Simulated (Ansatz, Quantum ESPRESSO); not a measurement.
**Lattice dynamics of CdF2 (Fm-3m) in two programs**

Aim: the phonon dispersion of CdF2 (Fm-3m), checked by a second program.

Main program and level: Quantum ESPRESSO 7.5; DFT LDA, scalar-relativistic, plane waves, GBRV ultrasoft pseudopotentials.

### Step 1. The starting structure

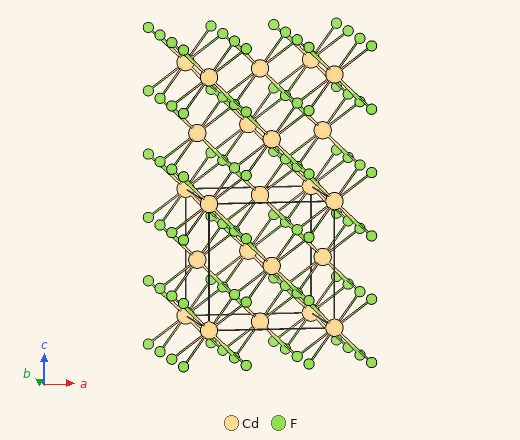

The starting structure, seen slightly off an axis (cadmium orange, fluorine green). 1×1×2 cells are drawn. This picture shows the conventional cell, with its axes. Some periodic images of atoms are drawn too.

Coordinates:

```
CELL_PARAMETERS angstrom
-2.69400 0.00000 2.69400
0.00000 2.69400 2.69400
-2.69400 2.69400 0.00000
ATOMIC_POSITIONS crystal
Cd 0.00000 0.00000 0.00000
F 0.75000 0.75000 0.75000
F 0.25000 0.25000 0.25000
```

### Step 2. A first look

Before anything dear is run, a loose run with smearing shows whether this is a metal and how far the cell is from rest.

probe.in reads:

```
 &control
    calculation='scf',
    prefix='x',
    outdir='./tmp',
    pseudo_dir='./pseudo',
    tprnfor=.true.,
    tstress=.true.,
    verbosity='high',
 /
 &system
    ibrav=2,
    celldm(1)=10.18184436,
    nat=3,
    ntyp=2,
    ecutwfc=45.0,
    ecutrho=270.0,
    occupations='smearing',
    smearing='gaussian',
    degauss=0.01,
 /
 &electrons
    conv_thr=1.0d-07,
    mixing_beta=0.7,
    electron_maxstep=100,
 /
ATOMIC_SPECIES
 Cd    112.4140  Cd.upf
 F      18.9984  F.upf
ATOMIC_POSITIONS crystal
 Cd     0.000000000   0.000000000   0.000000000
 F      0.750000000   0.750000000   0.750000000
 F      0.250000000   0.250000000   0.250000000
K_POINTS automatic
 6 6 6 0 0 0
```

Run with:

```
> OMP_NUM_THREADS=1 mpirun -n 4 pw.x -nk 4 -in probe.in > probe.out
```

The log of the run:

```text
[banners, grids, parts of the stress and lines that vanish by symmetry left out]
Program PWSCF v.7.5
     bravais-lattice index     =            2
     lattice parameter (alat)  =      10.1818  a.u.
[...]
kinetic-energy cutoff     =      45.0000  Ry
     charge density cutoff     =     270.0000  Ry
     scf convergence threshold =      1.0E-07
[...]
Exchange-correlation=  SLA  PZ   NOGX NOGC
                           (   1   1   0   0   0   0   0)
[...]
48 Sym. Ops., with inversion, found
[...]
(     0          1          0      )
                  (     0          0          1      )
[...]
(  0.0000000  1.0000000  0.0000000 )
                  (  0.0000000  0.0000000  1.0000000 )
[...]
(     1          0         -1      )
                  (     0          0         -1      )
[...]
(     0          1         -1      )
                  (     0          1          0      )
[...]
( -1.0000000  0.0000000  0.0000000 )
                  (  0.0000000  1.0000000  0.0000000 )
[...]
number of k points=    16  Gaussian smearing, width (Ry)=  0.0100
[...]
End of self-consistent calculation
[...]
the Fermi energy is     5.8738 ev
!    total energy              =    -211.79043244 Ry
[...]
convergence has been achieved in   7 iterations
[...]
atom    1 type  1   force =     0.00000000    0.00000000    0.00000000
     atom    2 type  2   force =     0.00000000    0.00000000    0.00000000
     atom    3 type  2   force =     0.00000000    0.00000000    0.00000000
[...]
Total force =     0.000000     Total SCF correction =     0.000000
[...]
total   stress  (Ry/bohr**3)                   (kbar)     P=      -50.86
[...]
XML data file, charge density, pseudopotentials, collected wavefunctions

   JOB DONE.
```

It took 3.3 s on 4 MPI ranks of Intel Xeon Platinum 8559C (Emerald Rapids), shared host; 12 s of CPU time.

Numbers from this step:

* volume per atom: 13.03 Å³
* pressure: -5.086 GPa
* gap on the k-mesh: 2.776 eV

A gap of 2.8 eV opens on this mesh, so the crystal is taken as an insulator; the start stands at -5.1 GPa.

### Step 3. Relaxation

Frequencies change by per cents with a per cent of volume, so the structure is first brought to rest at this level of theory.

relax.in reads:

```
 &control
    calculation='vc-relax',
    prefix='x',
    outdir='./tmp',
    pseudo_dir='./pseudo',
    tprnfor=.true.,
    tstress=.true.,
    forc_conv_thr=2.0d-05,
    etot_conv_thr=1.0d-07,
    nstep=40,
 /
 &system
    ibrav=2,
    celldm(1)=10.18184436,
    nat=3,
    ntyp=2,
    ecutwfc=45.0,
    ecutrho=270.0,
    occupations='fixed',
    nbnd=15,
 /
 &electrons
    conv_thr=1.0d-11,
    mixing_beta=0.7,
    electron_maxstep=100,
 /
 &ions
 /
 &cell
    press_conv_thr=0.1,
 /
ATOMIC_SPECIES
 Cd    112.4140  Cd.upf
 F      18.9984  F.upf
ATOMIC_POSITIONS crystal
 Cd     0.000000000   0.000000000   0.000000000
 F      0.750000000   0.750000000   0.750000000
 F      0.250000000   0.250000000   0.250000000
K_POINTS automatic
 6 6 6 0 0 0
```

Run with:

```
> OMP_NUM_THREADS=1 mpirun -n 4 pw.x -nk 4 -in relax.in > relax.out
```

The log of the run:

```text
[banners, grids, parts of the stress and lines that vanish by symmetry left out]
[banner, memory and clock lines left out]
Program PWSCF v.7.5

[...]
kinetic-energy cutoff     =      45.0000  Ry
     charge density cutoff     =     270.0000  Ry
     scf convergence threshold =      1.0E-11
[...]
energy convergence thresh.=      1.0E-07
     force convergence thresh. =      2.0E-05
     press convergence thresh. =      1.0E-01
     Exchange-correlation=  SLA  PZ   NOGX NOGC
                           (   1   1   0   0   0   0   0)
[...]
48 Sym. Ops., with inversion, found
[...]
number of k points=    16
[...]
End of self-consistent calculation
[...]
highest occupied, lowest unoccupied level (ev):     4.3302    7.1066
!    total energy              =    -211.79043245 Ry
[...]
convergence has been achieved in   9 iterations
[...]
atom    1 type  1   force =     0.00000000   -0.00000000    0.00000000
     atom    2 type  2   force =     0.00000000    0.00000000    0.00000000
     atom    3 type  2   force =     0.00000000    0.00000000    0.00000000
     Total force =     0.000000     Total SCF correction =     0.000000
[...]
total   stress  (Ry/bohr**3)                   (kbar)     P=      -50.74
[...]
number of bfgs steps    =   0
[...]
CELL_PARAMETERS (alat= 10.18184436)
[...]
ATOMIC_POSITIONS (crystal)
Cd               0.0000000000        0.0000000000       -0.0000000000
F                0.7500000000        0.7500000000        0.7500000000
F                0.2500000000        0.2500000000        0.2500000000
[...]
New effective cutoffs (rho, wfc):  274.32   45.75
[...]
End of self-consistent calculation
[...]
highest occupied, lowest unoccupied level (ev):     4.6941    7.5611
!    total energy              =    -211.79211781 Ry
[...]
convergence has been achieved in   7 iterations
[...]
atom    1 type  1   force =     0.00000000    0.00000000    0.00000000
     atom    2 type  2   force =    -0.00000000    0.00000000   -0.00000000
     atom    3 type  2   force =     0.00000000   -0.00000000    0.00000000
     Total force =     0.000000     Total SCF correction =     0.000000
[...]
total   stress  (Ry/bohr**3)                   (kbar)     P=      -22.89
[...]
number of bfgs steps    =   1
[...]
CELL_PARAMETERS (alat= 10.18184436)
[...]
ATOMIC_POSITIONS (crystal)
Cd               0.0000000000        0.0000000000       -0.0000000000
[...]
New effective cutoffs (rho, wfc):  278.17   46.39
[...]
End of self-consistent calculation
[...]
highest occupied, lowest unoccupied level (ev):     4.9960    7.9363
!    total energy              =    -211.79250069 Ry
[...]
convergence has been achieved in   9 iterations
[...]
atom    1 type  1   force =     0.00000000   -0.00000000    0.00000000
     atom    2 type  2   force =    -0.00000000    0.00000000    0.00000000
     atom    3 type  2   force =     0.00000000    0.00000000   -0.00000000
     Total force =     0.000000     Total SCF correction =     0.000000
[...]
total   stress  (Ry/bohr**3)                   (kbar)     P=        2.08
[...]
number of bfgs steps    =   2
[...]
CELL_PARAMETERS (alat= 10.18184436)
[...]
ATOMIC_POSITIONS (crystal)
[...]
New effective cutoffs (rho, wfc):  277.85   46.34
[...]
End of self-consistent calculation
[...]
highest occupied, lowest unoccupied level (ev):     4.9708    7.9050
!    total energy              =    -211.79250364 Ry
[...]
convergence has been achieved in   7 iterations
[...]
atom    1 type  1   force =    -0.00000000   -0.00000000    0.00000000
     atom    2 type  2   force =     0.00000000    0.00000000   -0.00000000
     atom    3 type  2   force =    -0.00000000    0.00000000   -0.00000000
     Total force =     0.000000     Total SCF correction =     0.000000
[...]
total   stress  (Ry/bohr**3)                   (kbar)     P=       -0.07
[...]
number of bfgs steps    =   3
[...]
small trust_radius: resetting bfgs history
[...]
CELL_PARAMETERS (alat= 10.18184436)
[...]
ATOMIC_POSITIONS (crystal)
[...]
New effective cutoffs (rho, wfc):  277.85   46.34
[...]
End of self-consistent calculation
[...]
highest occupied, lowest unoccupied level (ev):     4.9713    7.9057
!    total energy              =    -211.79250364 Ry
[...]
convergence has been achieved in   5 iterations
[...]
atom    1 type  1   force =     0.00000000   -0.00000000    0.00000000
     atom    2 type  2   force =     0.00000000    0.00000000   -0.00000000
     atom    3 type  2   force =     0.00000000    0.00000000    0.00000000
     Total force =     0.000000     Total SCF correction =     0.000000
[...]
total   stress  (Ry/bohr**3)                   (kbar)     P=       -0.03
[...]
bfgs converged in   5 scf cycles and   4 bfgs steps
[...]
End of BFGS Geometry Optimization
     Final enthalpy           =    -211.7925036424 Ry
     File ./tmp/x.bfgs deleted, as requested
[...]
CELL_PARAMETERS (alat= 10.18184436)
[...]
ATOMIC_POSITIONS (crystal)
[...]
F                0.7500000000        0.7500000000        0.7500000000
F                0.2500000000        0.2500000000        0.2500000000
[...]
Final scf calculation at the relaxed structure.
[...]
kinetic-energy cutoff     =      45.0000  Ry
     charge density cutoff     =     270.0000  Ry
     scf convergence threshold =      1.0E-13
[...]
press convergence thresh. =      1.0E-01
     Exchange-correlation=  SLA  PZ   NOGX NOGC
                           (   1   1   0   0   0   0   0)
[...]
48 Sym. Ops., with inversion, found
[...]
number of k points=    16
[...]
End of self-consistent calculation
[...]
highest occupied, lowest unoccupied level (ev):     4.9714    7.9056
!    total energy              =    -211.79245036 Ry
[...]
convergence has been achieved in  12 iterations
[...]
atom    1 type  1   force =    -0.00000000   -0.00000000   -0.00000000
     atom    2 type  2   force =     0.00000000    0.00000000   -0.00000000
     atom    3 type  2   force =     0.00000000    0.00000000    0.00000000
     Total force =     0.000000     Total SCF correction =     0.000000
[...]
total   stress  (Ry/bohr**3)                   (kbar)     P=        0.74
[...]
XML data file, charge density, pseudopotentials, collected wavefunctions
```

It took 10 s on 4 MPI ranks; 40 s of CPU time.

Relaxation path:

| step | energy less that of the first step (eV) | largest force (eV/Å) | pressure (GPa) | volume (Å³) |
| --- | --- | --- | --- | --- |
| 1 | 0.0000 | 0.0000 | -5.07 | 39.10 |
| 2 | -0.0229 | 0.0000 | -2.29 | 38.10 |
| 3 | -0.0281 | 0.0000 | 0.21 | 37.31 |
| 4 | -0.0282 | 0.0000 | -0.01 | 37.38 |
| 5 | -0.0282 | 0.0000 | 0.00 | 37.38 |
| 6 | -0.0275 | 0.0000 | 0.07 | 37.38 |

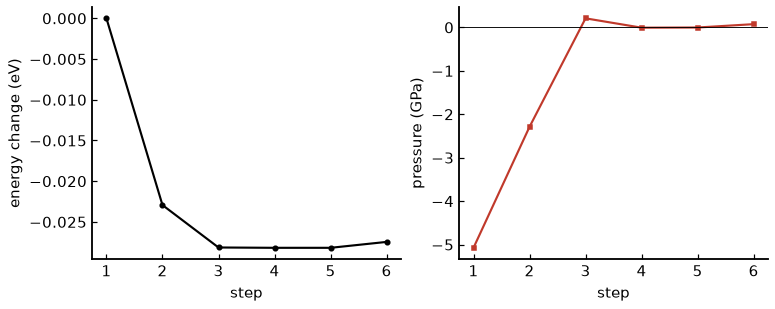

Energy and pressure along the relaxation.

| conventional cell, symmetrised | before | after | change |
| --- | --- | --- | --- |
| a (Å) | 5.388 | 5.307 | -1.5 % |
| b (Å) | 5.388 | 5.307 | -1.5 % |
| c (Å) | 5.388 | 5.307 | -1.5 % |
| volume (Å³/atom) | 13.03 | 12.46 | -4.4 % |

Final coordinates:

```xyz
3
Lattice="-2.6537 0.0000 2.6537 0.0000 2.6537 2.6537 -2.6537 2.6537 0.0000" Properties=species:S:1:pos:R:3 pbc="T T T"
Cd    0.0000    0.0000    0.0000
F    -3.9806    3.9806    3.9806
F    -1.3269    1.3269    1.3269
```

The last row of the table of steps is pw.x's closing run on a basis chosen anew for the final cell, so its energy can jump.

This step gave:

```
volume per atom   : 12.46 Å³
pressure          : 0.074 GPa
gap on the k-mesh : 2.934 eV
```

The volume changes by -4.4 % from the cell with which this run began.

### Step 4. Self-consistent run for the response

Perturbation theory inherits every error of the wavefunctions, so the threshold is set near the limit of the arithmetic. With a gap, occupations are fixed, which also allows the response to an electric field.

scf.in reads:

```
 &control
    calculation='scf',
    prefix='x',
    outdir='./tmp',
    pseudo_dir='./pseudo',
    tprnfor=.true.,
    tstress=.true.,
 /
 &system
    ibrav=2,
    celldm(1)=10.02971818,
    nat=3,
    ntyp=2,
    ecutwfc=45.0,
    ecutrho=270.0,
    occupations='fixed',
    nbnd=15,
 /
 &electrons
    conv_thr=1.0d-12,
    mixing_beta=0.7,
    electron_maxstep=100,
 /
ATOMIC_SPECIES
 Cd    112.4140  Cd.upf
 F      18.9984  F.upf
ATOMIC_POSITIONS crystal
 Cd     0.000000000   0.000000000   0.000000000
 F      0.750000000   0.750000000   0.750000000
 F      0.250000000   0.250000000   0.250000000
K_POINTS automatic
 8 8 8 0 0 0
```

Run with:

```
> OMP_NUM_THREADS=1 mpirun -n 4 pw.x -nk 4 -in scf.in > scf.out
```

The log of the run:

```text
[banners, grids, parts of the stress and lines that vanish by symmetry left out]
[banner, memory and clock lines left out]
Program PWSCF v.7.5

[...]
kinetic-energy cutoff     =      45.0000  Ry
     charge density cutoff     =     270.0000  Ry
     scf convergence threshold =      1.0E-12
[...]
Exchange-correlation=  SLA  PZ   NOGX NOGC
                           (   1   1   0   0   0   0   0)
[...]
48 Sym. Ops., with inversion, found
[...]
number of k points=    29
[...]
End of self-consistent calculation
[...]
highest occupied, lowest unoccupied level (ev):     4.9931    7.9056
!    total energy              =    -211.79245267 Ry
[...]
convergence has been achieved in  10 iterations
[...]
atom    1 type  1   force =    -0.00000000   -0.00000000   -0.00000000
     atom    2 type  2   force =     0.00000000    0.00000000    0.00000000
     atom    3 type  2   force =    -0.00000000   -0.00000000   -0.00000000
     Total force =     0.000000     Total SCF correction =     0.000000
[...]
total   stress  (Ry/bohr**3)                   (kbar)     P=        0.73
[...]
XML data file, charge density, pseudopotentials, collected wavefunctions
```

Run time: 5.4 s. Hardware: 4 MPI ranks.

This step gave:

* pressure: 0.073 GPa
* gap on the k-mesh: 2.912 eV

The cell stands at 0.073 GPa, close enough for phonons.

[end of part 1 of 4]

[Host names and launcher messages were left out of these logs when they were recorded.]

[Logs are printed without paths, hosts, clocks, repeated set-up lines and the standing remarks that a program may print on its own settings, such as how far it seeks lower states.]

[Hosts, paths, dates, database ids (printed as entryN), source tags and the programs' standing remarks are cut or masked in the printed files.]
